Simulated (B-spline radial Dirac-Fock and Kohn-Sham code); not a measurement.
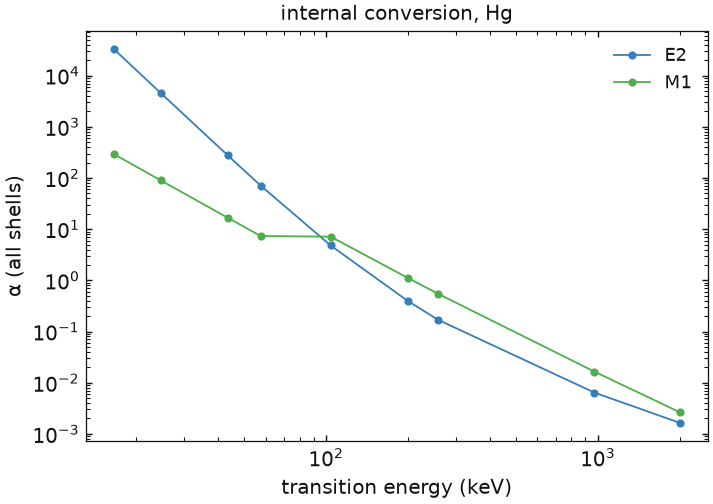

Fig. 1. Total internal conversion coefficients against transition energy, at the marked points and joined by straight lines (also across edges). The total sums all shells and leaves out internal pair formation. The figure is for mercury (Z = 80). Method: a Dirac–Hartree–Slater potential of the neutral atom, no hole, surface-current nucleus (computed with a B-spline radial code).

E2 goes from 32700 at 16.6 keV to 0.00165 at 2000 keV; M1 goes from 291 at 16.6 keV to 0.00267 at 2000 keV.
